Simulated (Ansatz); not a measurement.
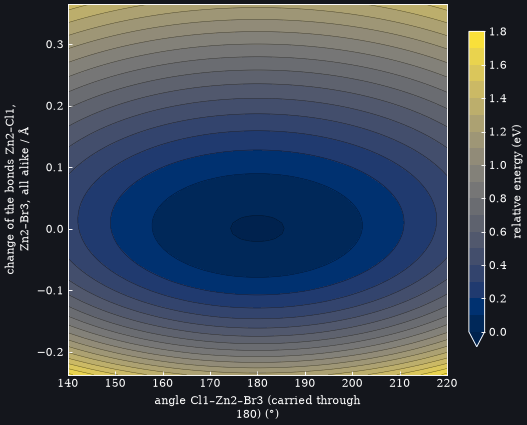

BrClZn, SMILES [Cl][Zn][Br]. The first coordinate is: angle Cl1–Zn2–Br3 (carried through 180); the second: change of the bonds Zn2–Cl1, Zn2–Br3, all alike. Nothing is relaxed (all other coordinates rigid). The grid has 15 × 15 points; 199 points were computed and 26 follow by symmetry. Points are written as (first, second). Energies are in eV, from the lowest grid point. These are results of RKS PBE0-D4/def2-TZVP in Ansatz 0.2.0, not measurements.

The picture shows filled contours. Between grid points the surface is interpolated.

The lowest grid point is at (180.0°, 0.022 Å). It is the only kind of minimum in the scanned range. The highest grid point, (220.0°, −0.237 Å), lies 1.73 eV above the lowest. Round the minimum the two coordinates are nearly uncoupled.

The system is changed to BrFZn, SMILES [F][Zn][Br]; the new grid has 13 × 13 points, laid about the new relaxed structure.

### What will the new map look like?

The lowest place stays at about (180°, 0.000 Å). The curvature at the minimum changes by less than a tenth (about 1.6) eV/rad² along the first coordinate and from about 30 to 39 eV/Å² along the second coordinate.

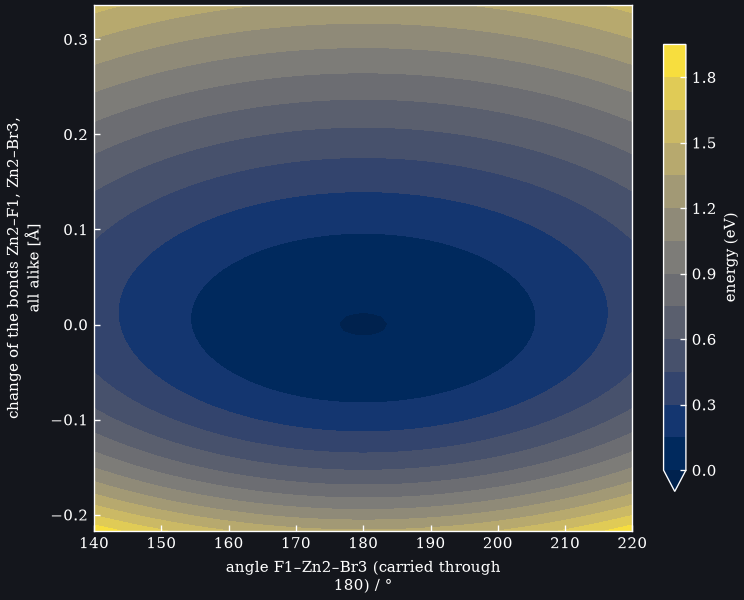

The map after the change, on a colour scale of its own. Drawn: filled contours. Between grid points the surface is interpolated.
